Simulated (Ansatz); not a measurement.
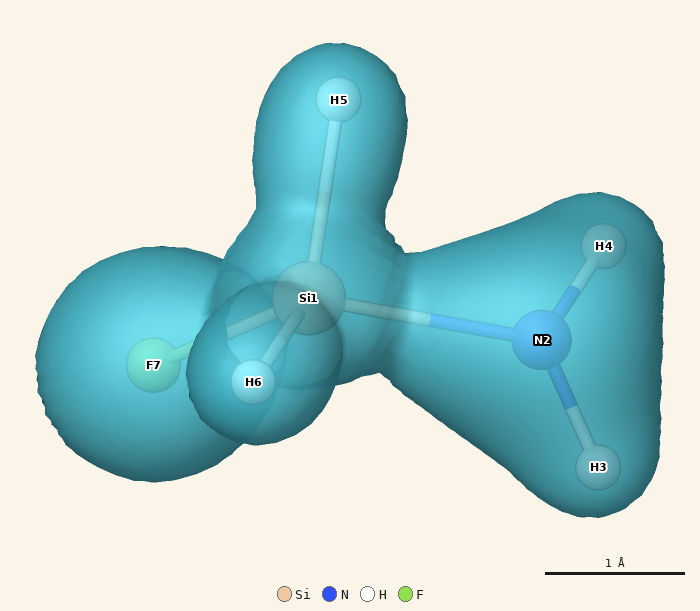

*FH$_{4}$NSi. Isosurface of the total electron density at 0.5 e/Å³ (cyan), seen at a tilt.*

Not at a stationary point (largest force 1.8 eV/Å).

Computed with RKS B3LYP-D4/def2-SVP in Ansatz.

```tsv
atom	x (Å)	y (Å)	z (Å)
Si	0.2956	0.0431	0.0870
N	0.8041	0.1317	1.7667
H	0.1781	0.0641	2.5650
H	1.7136	-0.2651	1.9838
H	1.6731	0.1617	-0.3654
H	-0.6666	1.1074	-0.2768
F	-0.3855	-1.3488	-0.4175
```

**Which contacts does the surface bridge?**

At this value the surface is in one piece. It bridges the sampled Si–F (1.63 Å), Si–N (1.76 Å), N–H (1.02 Å) and Si–H (1.45 Å) contacts, where the density stays above the isovalue. On the grid the lowest density along these lines, outside the cores, is 0.83 e/Å³ (Si–F, 1.63 Å), 0.81 e/Å³ (Si–N, 1.76 Å), 2.2 e/Å³ (N–H, 1.02 Å) and 0.82 e/Å³ (Si–H, 1.45 Å).
